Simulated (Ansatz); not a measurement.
| atom | x (Å) | y (Å) | z (Å) |
| --- | --- | --- | --- |
| C | -0.6834 | 1.2991 | -1.0176 |
| N | -1.2501 | 0.6562 | 0.1512 |
| Ge | 0.1558 | -0.0462 | 1.1106 |
| C | 1.0635 | -1.5182 | 0.1462 |
| H | -1.5789 | 1.7611 | -1.6231 |
| H | -0.0669 | 2.1978 | -0.7306 |
| H | -0.1510 | 0.6417 | -1.6836 |
| H | -1.7842 | -0.1337 | -0.1789 |
| H | -0.3254 | -0.5493 | 2.5320 |
| H | 1.2553 | 1.0540 | 1.3902 |
| H | 1.4078 | -1.1582 | -0.7827 |
| H | 0.2326 | -2.2841 | -0.0473 |
| H | 1.7455 | -1.9550 | 0.7484 |

Computed with Ansatz 0.2.0, SCF hf, Gaussian basis.

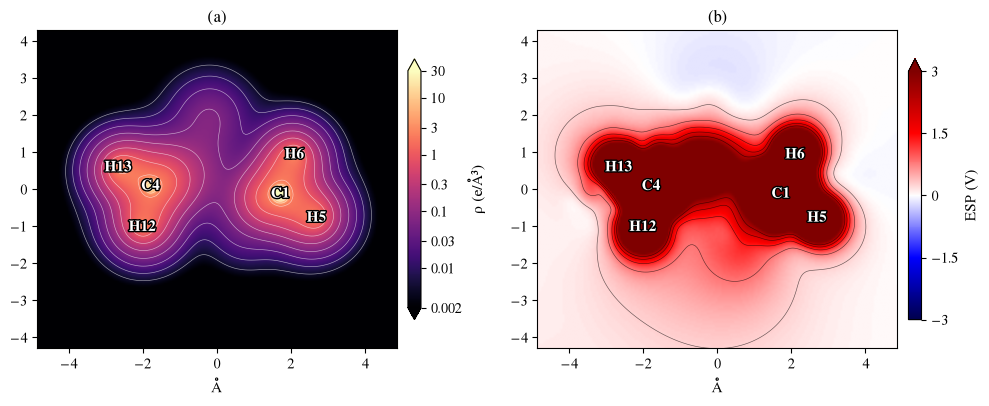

C2H9GeN (SMILES C[NH][GeH2][CH3]). (a) electron density; (b) electrostatic potential on the plane of atoms H5, C1 and H6.

What do the fields say about this system?

The section cuts through C and H sites.
C–H (1.01 Å): the density is about 2.2 e/Å³ at the midpoint.
The potential has no marked negative region in this plane.
